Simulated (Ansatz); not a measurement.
Input file:

```
crystal:
  periodic: [false, false, false]
  atoms:
    - {symbol: B, position_ang: [-1.380577, 0.563770, 0.082288]}
    - {symbol: F, position_ang: [0.824258, -1.148144, 1.623054]}
    - {symbol: Ga, position_ang: [0.574387, 0.307648, 0.680422]}
    - {symbol: O, position_ang: [-2.517698, 0.741614, -0.283196]}
    - {symbol: H, position_ang: [1.837960, 1.167651, 0.442811]}
basis:
  gaussian: {orbitals: def2-TZVPD}
output: {forces: true, orbitals: {seedname: orbitals}}
hamiltonian: {xc: pbe0}
```

Launched as:

```sh
ansatz run input.yaml --threads 1 --pin off --max-ram 2610MiB --events-out events.jsonl --progress --plain --runs-dir runs
```

Geometry: r2SCAN-D4/def2-SVP.

These are results of isolated molecule in a Gaussian basis; Kohn-Sham density functional theory, functional PBE0 in Ansatz 0.2.0, not measurements.

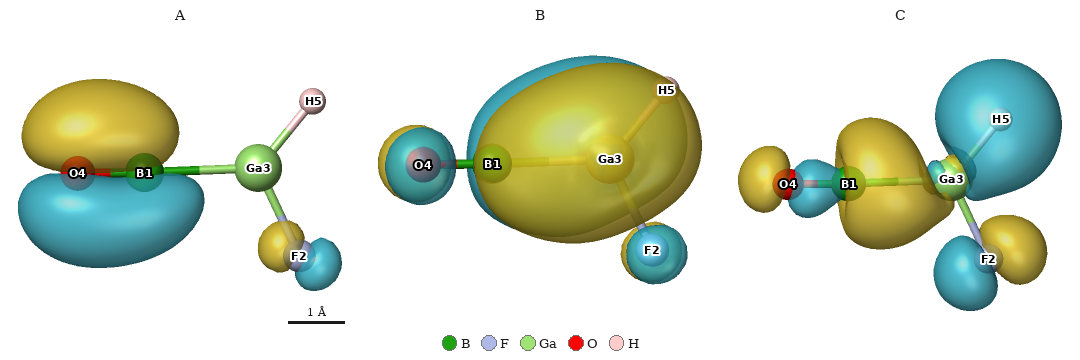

BFGaHO (SMILES O=[B][GaH][F]). Three frontier orbitals at ±0.08 Å⁻³ᐟ² (yellow and cyan are the two phases), in no order.

Which picture is the HOMO−1, the HOMO and the LUMO?

Answer. A is the HOMO−1 (−10.44 eV). Its weight (Hirshfeld) is mainly on O4 (about 70 %) and B1 (about 25 %); it is symmetric in the molecular plane (an in-plane orbital: σ, lone-pair or in-plane π type). C is the HOMO (−9.76 eV). By Hirshfeld shares it lies mainly on Ga3 (about 30 %), H5 (about 25 %), B1 (about 20 %), F2 (about 20 %) and O4 (about 5 %); it is symmetric in the molecular plane (an in-plane orbital: σ, lone-pair or in-plane π type). B is the LUMO (−2.83 eV). By Hirshfeld shares it lies mainly on Ga3 (about 65 %), B1 (about 20 %) and O4 (about 5 %); it changes sign across the molecular plane (π type); π-bonding across B1–Ga3; π-antibonding (a node) across B1–O4.

What is the HOMO–LUMO gap?

Answer. 6.93 eV between the orbital energies.
